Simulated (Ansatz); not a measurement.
# Run report: B2SiH6, geometry relaxation (part 1 of 2)

System: B2SiH6.
Method: RKS PBE-D4/def2-SVP (Ansatz 0.2.0).

Figures and captions count atoms from 1; the log counts them from 0 in places.

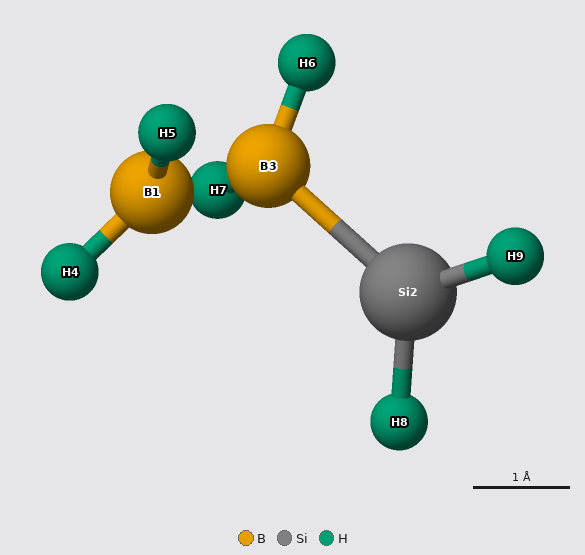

*The structure as given in the input (ball-and-stick view, seen at a tilt; atoms are numbered from 1 in the order of the input).*

Bond lengths as drawn: B–H 1.15 to 1.20 Å, B–Si 2.01 Å and H–Si 1.42 Å.

Results in brief:

| quantity | value |
| --- | --- |
| outcome | converged |
| total energy | −9315.8484 eV |
| mean-field energy | −9315.6991 eV |
| dispersion energy | −0.1493 eV |
| SCF solution under orbital rotations | stable |
| largest force (length of the vector) at the end | 0.014 eV/Å |
| dipole moment | 0.99 D |
| hardware | 2 threads of Arm Neoverse V2, 23 GiB of memory available, shared host |
| wall time | 19 s (CPU time 36 s) |
| peak memory | 0.13 GiB |

The input:
```yaml
crystal:
  periodic: [false, false, false]
  atoms:
    - {symbol: B, position_ang: [-1.014198, 0.491547, -1.145704]}
    - {symbol: Si, position_ang: [0.315396, -0.999571, 1.218252]}
    - {symbol: B, position_ang: [0.682083, 0.496416, -0.070548]}
    - {symbol: H, position_ang: [-1.125851, -0.202955, -2.111900]}
    - {symbol: H, position_ang: [-1.961101, 1.134222, -0.801176]}
    - {symbol: H, position_ang: [0.836416, 1.497459, 0.474057]}
    - {symbol: H, position_ang: [1.600166, 0.274681, -0.726640]}
    - {symbol: H, position_ang: [0.641874, -2.341656, 0.888679]}
    - {symbol: H, position_ang: [-0.345342, -0.754643, 2.451068]}
basis:
  gaussian: {orbitals: def2-SVP}
hamiltonian: {xc: pbe, dispersion: d4}
relax: {f_tol: 0.03, max_steps: 250}
```

Command:
```bash
ansatz run in.yaml --threads 2 --pin off --events-out ev --progress --plain --max-ram 4352MiB
```

Output:
```
Functional definition: PBE
  name "PBE"
  cite "Perdew, Burke & Ernzerhof, Phys. Rev. Lett. 77, 3865 (1996) doi:10.1103/PhysRevLett.77.3865"
  parent pbe
  parameter kappa = 0.804
  parameter beta = 0.06672455060314922
  exchange = pbe_x(kappa = kappa, mu = beta*pi^2/3)
  correlation = pbe_c(beta = beta)
852 factors; their error is unknown
mean field evaluation 1: about -9306.5739 eV, gradient 4.1e1 eV
mean field evaluation 2: about -9276.9195 eV, gradient 8.2e1 eV
mean field evaluation 4: about -9313.0214 eV, gradient 1.3e1 eV
mean field evaluation 8: about -9313.8277 eV, gradient 2.1e-1 eV
mean field evaluation 16: about -9313.7824 eV, gradient 3.7e-5 eV
mean field -9313.78243509 eV, -342.2751913811 hartree, gradient 3.7e-5 eV, S^2 0.000000; 0 other end points of the search recorded, 0 dependent functions left out
the calculation of the forces begins
reference -9313.78247201 eV, -342.2751927377 hartree; 15, 15 occupied and 61, 61 virtual orbitals, 852 factors
relax step   1: F+E_penalty+E_count = -9313.93792291 eV  Δ(F+E_penalty+E_count) = +0.000e0 eV  max|allowed force component| = 3.206e0 eV/Å  Δτ_max = 0.0000 Å  (26 SCF iters, accepted)
these checks for a lower state are left out or cut short: starts, cluster_reference, orbital_swaps, neighbouring_geometries, increment
852 factors; their error is unknown
mean field -9314.64615129 eV, -342.3069323660 hartree, gradient 1.9e-5 eV, S^2 0.000000; 0 other end points of the search recorded, 0 dependent functions left out
[... from here on the field's lines of each further geometry are left out, up to the last ...]
relax step   2: F+E_penalty+E_count = -9314.80175118 eV  Δ(F+E_penalty+E_count) = -8.638e-1 eV  max|allowed force component| = 1.093e0 eV/Å  Δτ_max = 0.1947 Å  (28 SCF iters, accepted)
relax step   3: F+E_penalty+E_count = -9314.92073657 eV  Δ(F+E_penalty+E_count) = -1.190e-1 eV  max|allowed force component| = 1.039e0 eV/Å  Δτ_max = 0.1615 Å  (27 SCF iters, accepted)
relax step   4: F+E_penalty+E_count = -9314.97229033 eV  Δ(F+E_penalty+E_count) = -5.155e-2 eV  max|allowed force component| = 2.273e-1 eV/Å  Δτ_max = 0.0539 Å  (29 SCF iters, accepted)
relax step   5: F+E_penalty+E_count = -9314.97787222 eV  Δ(F+E_penalty+E_count) = -5.582e-3 eV  max|allowed force component| = 1.205e-1 eV/Å  Δτ_max = 0.0221 Å  (27 SCF iters, accepted)
relax step   6: F+E_penalty+E_count = -9314.98240450 eV  Δ(F+E_penalty+E_count) = -4.532e-3 eV  max|allowed force component| = 7.920e-2 eV/Å  Δτ_max = 0.0466 Å  (27 SCF iters, accepted)
relax step   7: F+E_penalty+E_count = -9314.98397320 eV  Δ(F+E_penalty+E_count) = -1.569e-3 eV  max|allowed force component| = 6.180e-2 eV/Å  Δτ_max = 0.0225 Å  (28 SCF iters, accepted)
relax step   8: F+E_penalty+E_count = -9314.98503849 eV  Δ(F+E_penalty+E_count) = -1.065e-3 eV  max|allowed force component| = 8.426e-2 eV/Å  Δτ_max = 0.0275 Å  (28 SCF iters, accepted)
relax step   9: F+E_penalty+E_count = -9314.98824568 eV  Δ(F+E_penalty+E_count) = -3.207e-3 eV  max|allowed force component| = 1.382e-1 eV/Å  Δτ_max = 0.0629 Å  (28 SCF iters, accepted)
relax step  10: F+E_penalty+E_count = -9315.01721157 eV  Δ(F+E_penalty+E_count) = -2.897e-2 eV  max|allowed force component| = 6.274e-1 eV/Å  Δτ_max = 0.1990 Å  (32 SCF iters, accepted)
relax step  11: F+E_penalty+E_count = -9315.18920185 eV  Δ(F+E_penalty+E_count) = -1.720e-1 eV  max|allowed force component| = 8.416e-1 eV/Å  Δτ_max = 0.1951 Å  (34 SCF iters, accepted)
relax step  12: F+E_penalty+E_count = -9315.47598749 eV  Δ(F+E_penalty+E_count) = -2.868e-1 eV  max|allowed force component| = 8.185e-1 eV/Å  Δτ_max = 0.1949 Å  (28 SCF iters, accepted)
relax step  13: F+E_penalty+E_count = -9315.74190311 eV  Δ(F+E_penalty+E_count) = -2.659e-1 eV  max|allowed force component| = 3.745e-1 eV/Å  Δτ_max = 0.1987 Å  (28 SCF iters, accepted)
relax step  14: F+E_penalty+E_count = -9315.80110345 eV  Δ(F+E_penalty+E_count) = -5.920e-2 eV  max|allowed force component| = 3.502e-1 eV/Å  Δτ_max = 0.1914 Å  (28 SCF iters, accepted)
relax step  15: F+E_penalty+E_count = -9315.83683607 eV  Δ(F+E_penalty+E_count) = -3.573e-2 eV  max|allowed force component| = 2.799e-1 eV/Å  Δτ_max = 0.0803 Å  (28 SCF iters, accepted)
relax step  16: F+E_penalty+E_count = -9315.84486676 eV  Δ(F+E_penalty+E_count) = -8.031e-3 eV  max|allowed force component| = 7.221e-2 eV/Å  Δτ_max = 0.0569 Å  (29 SCF iters, accepted)
relax step  17: F+E_penalty+E_count = -9315.84735542 eV  Δ(F+E_penalty+E_count) = -2.489e-3 eV  max|allowed force component| = 5.723e-2 eV/Å  Δτ_max = 0.0297 Å  (29 SCF iters, accepted)
relax step  18: F+E_penalty+E_count = -9315.84817836 eV  Δ(F+E_penalty+E_count) = -8.229e-4 eV  max|allowed force component| = 3.300e-2 eV/Å  Δτ_max = 0.0236 Å  (29 SCF iters, accepted)
the calculation of the forces begins
reference -9315.69909024 eV, -342.3456271586 hartree; 15, 15 occupied and 61, 61 virtual orbitals, 852 factors
relax step  19: F+E_penalty+E_count = -9315.84836434 eV  Δ(F+E_penalty+E_count) = -1.860e-4 eV  max|allowed force component| = 1.084e-2 eV/Å  Δτ_max = 0.0125 Å  (29 SCF iters, accepted)
852 factors; their error is unknown
mean field evaluation 160: about -9315.6991 eV, gradient 7.3e-4 eV
```

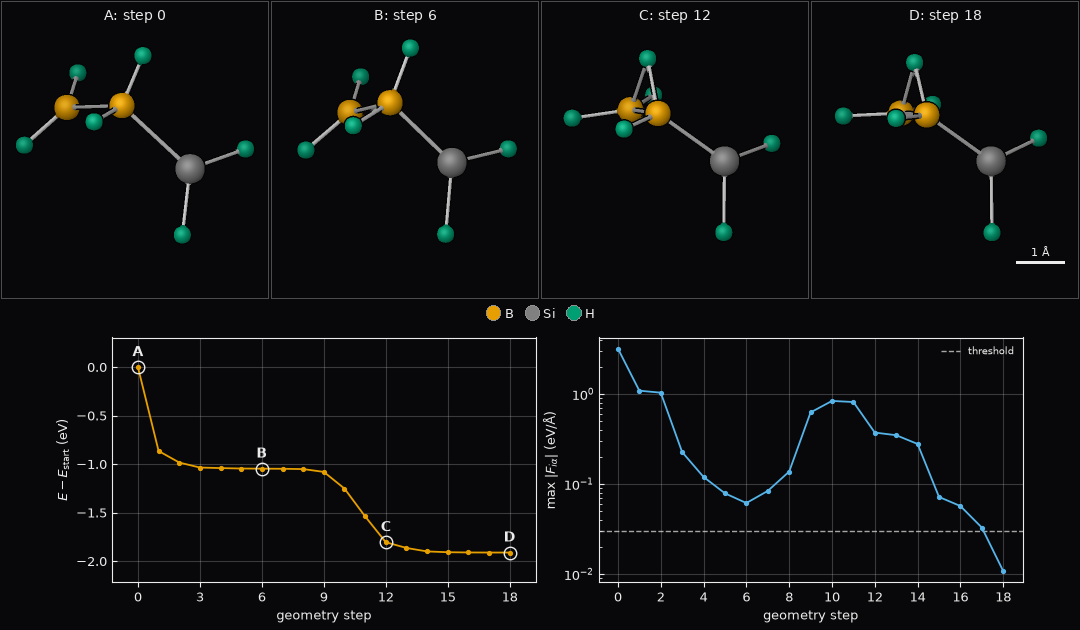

*Frames of the relaxation (ball-and-stick view, seen at a tilt) above the curves, on which the letters mark them (the first geometry is step 0 here and step 1 in the log).*

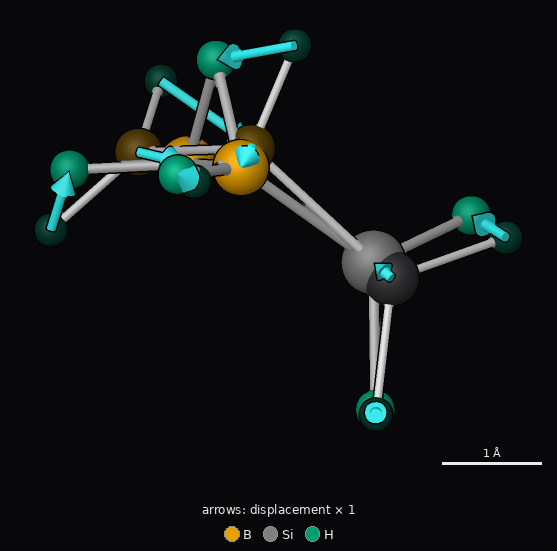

*Start (faint) and end (solid) with the displacements as teal arrows, at true length (ball-and-stick view, seen at a tilt). The two geometries are laid on each other by the best rigid fit.*

The energy falls by 1.910 eV in 18 geometry steps. The largest force component goes from 3.2 to 0.011 eV/Å. H4 moves most after the best rigid fit: 1.17 Å. By element the largest moves are H 1.17 Å, B 0.61 Å, Si 0.28 Å. Among the contacts that change: B1–H7 2.657 → 1.386 Å, B1–B3 2.008 → 1.682 Å, B3–H7 1.150 → 1.347 Å, Si2–B3 2.008 → 1.888 Å. New bonds form: B1–H7 (2.66 → 1.39 Å). Among the angles that change: B1–B3–H7 111.6° → 53.1°, Si2–B3–H6 111.7° → 139.0°, B1–B3–Si2 100.8° → 77.6°. (Atoms are counted from 1 in the order of the input.)

```
mean field -9315.69905620 eV, -342.3456259077 hartree, gradient 9.1e-6 eV, S^2 0.000000; 1 other end points of the search recorded, 0 dependent functions left out
the calculation of the forces begins
reference -9315.69909024 eV, -342.3456271586 hartree; 15, 15 occupied and 61, 61 virtual orbitals, 852 factors
Total energy: -9315.84839838 eV, -342.3511141317 hartree
Atom 0 at    -0.596475     0.260316    -0.754218 Å, force     0.000706     0.009261     0.000131 eV/Å
Atom 1 at     0.226193    -0.910387     0.972774 Å, force     0.001184     0.002353     0.010842 eV/Å
Atom 2 at     0.690335     0.753335     0.209541 Å, force    -0.008861     0.004378    -0.009772 eV/Å
Atom 3 at    -0.821496    -0.858224    -1.192877 Å, force     0.000364     0.002099     0.001147 eV/Å
Atom 4 at    -1.340291     1.138066    -1.147985 Å, force     0.001513    -0.003601     0.002282 eV/Å
Atom 5 at     0.990703     1.864836     0.566029 Å, force     0.000916    -0.003380     0.000871 eV/Å
Atom 6 at     0.701802     0.572702    -1.124843 Å, force     0.003667    -0.003859    -0.001571 eV/Å
Atom 7 at     0.336616    -2.286526     0.393797 Å, force     0.001948    -0.005116    -0.003431 eV/Å
Atom 8 at    -0.557945    -0.938618     2.253872 Å, force    -0.001438    -0.002135    -0.000499 eV/Å
Dipole moment:     0.061259    -0.188357     0.056914 e Å
```

Trajectory as extended XYZ (Å, eV, eV/Å), 19 frames, from step=1 to step=19:
```
9
Properties=species:S:1:pos:R:3:forces:R:3 step=1 energy=-9313.93792
B    -1.0142    0.4915   -1.1457    1.7389  -0.3995   1.5119
Si    0.3154   -0.9996    1.2183    0.9516   3.2061  -2.6575
B     0.6821    0.4964   -0.0705   -2.6282  -1.8141   0.1794
H    -1.1259   -0.2030   -2.1119    0.2001  -0.2557  -0.4904
H    -1.9611    1.1342   -0.8012   -0.2566   0.4775   0.2286
H     0.8364    1.4975    0.4741   -0.4426   1.7767   1.1633
H     1.6002    0.2747   -0.7266    1.2528  -0.9381  -1.5053
H     0.6419   -2.3417    0.8887    0.1053  -1.8509  -0.0263
H    -0.3453   -0.7546    2.4511   -0.9213  -0.2021   1.5964
9
Properties=species:S:1:pos:R:3:forces:R:3 step=2 energy=-9314.80175
B    -0.9398    0.3912   -0.9964    0.8949   0.5551   0.0041
Si    0.3249   -0.9194    1.1426    0.3744   1.0935  -0.8761
B     0.6518    0.5166   -0.1101   -0.7167  -0.7005   0.2575
H    -1.0003   -0.2019   -2.0638   -0.0083  -0.1999   0.2323
H    -1.8510    1.1609   -0.7279    0.0102  -0.2274   0.2039
H     0.7038    1.5742    0.4673   -0.3328   0.3938   0.2660
H     1.5480    0.2217   -0.8616    0.1233  -0.3390  -0.4541
H     0.5831   -2.3566    0.8924   -0.0303  -0.5157  -0.0409
H    -0.3910   -0.7912    2.4333   -0.3146  -0.0598   0.4074
9
Properties=species:S:1:pos:R:3:forces:R:3 step=3 energy=-9314.92074
B    -0.8011    0.4438   -0.9618   -1.0394  -0.4884  -0.1699
Si    0.3331   -0.8590    1.0860   -0.3511  -0.3410   0.1234
B     0.6664    0.5386   -0.1229    0.7795   0.3810   0.1108
H    -0.9276   -0.2909   -1.9504    0.0684   0.3505   0.2287
H    -1.7902    1.0924   -0.5958    0.3493  -0.0990  -0.2154
H     0.6050    1.6305    0.4575    0.0908  -0.2229  -0.1049
H     1.5060    0.1861   -0.9621   -0.1135   0.1025   0.2142
H     0.5036   -2.3512    0.8468    0.0824   0.1996  -0.0529
H    -0.4657   -0.7947    2.3787    0.1337   0.1176  -0.1340
9
Properties=species:S:1:pos:R:3:forces:R:3 step=4 energy=-9314.97229
B    -0.8345    0.4055   -0.9440   -0.2103  -0.0444  -0.0904
Si    0.3027   -0.8668    1.0745    0.0587  -0.0199   0.0563
B     0.6822    0.5413   -0.1154    0.2273   0.1230   0.0236
H    -0.9432   -0.2850   -1.9488    0.0157   0.0626   0.1012
H    -1.7965    1.0842   -0.6092    0.0972  -0.0649  -0.0271
H     0.6371    1.6216    0.4659   -0.0449  -0.0572  -0.0201
H     1.5269    0.1950   -0.9363   -0.0718  -0.0158   0.0196
H     0.5194   -2.3403    0.8170   -0.0520   0.0344  -0.0061
H    -0.4647   -0.7600    2.3724   -0.0199  -0.0177  -0.0570
```
